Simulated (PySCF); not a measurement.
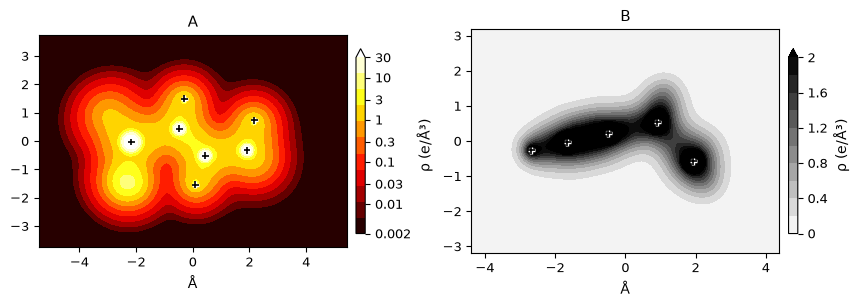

The total electron density of 2 systems, each on a plane through atoms (crosses mark nuclei in the plane).

Computed with PBE0/def2-SVPD, SCF density, gas phase (PySCF).

System 1: C₃H₆O₃S (SMILES C/C=C/S(=O)(=O)O), the plane of atoms C2, C3 and H12. Geometry: GFN2-xTB.

```csv
atom,x (Å),y (Å),z (Å)
C,-2.2177,0.0843,0.2385
C,-0.7326,0.0135,0.2452
C,0.0336,-0.2980,-0.7796
S,1.7866,-0.3026,-0.5466
O,2.4035,-1.3243,-1.3394
O,2.0956,-0.2154,0.8423
O,2.1705,1.1068,-1.2525
H,-2.5375,1.0874,0.5164
H,-2.6207,-0.6036,0.9799
H,-2.6226,-0.1640,-0.7385
H,-0.2348,0.2352,1.1799
H,-0.2909,-0.5535,-1.7702
H,2.7625,0.9347,-1.9862
```

System 2: C₅H₄ (SMILES C#CC1C=C1), the plane of atoms C2, C3 and C4. Geometry: GFN2-xTB.

```xyz
9

C     0.6348   -1.6605   -1.4087
C     0.3153   -0.9707   -0.4822
C    -0.0657   -0.1401    0.6205
C    -0.9902    1.0319    0.3984
C     0.2539    1.3351    0.6004
H     0.9137   -2.2725   -2.2136
H    -0.0918   -0.6674    1.5729
H    -1.9957    1.3061    0.1968
H     1.0391    2.0440    0.6903
```

Q: Match each panel to its system.

A: Panel A is system 1, C₃H₆O₃S: the plane holds C, S and H. C–C (1.32 Å): ρ is about 2.4 e/Å³ halfway. Panel B is system 2, C₅H₄: the plane holds C and H. C–C (1.20 Å): ρ is about 2.7 e/Å³ halfway.
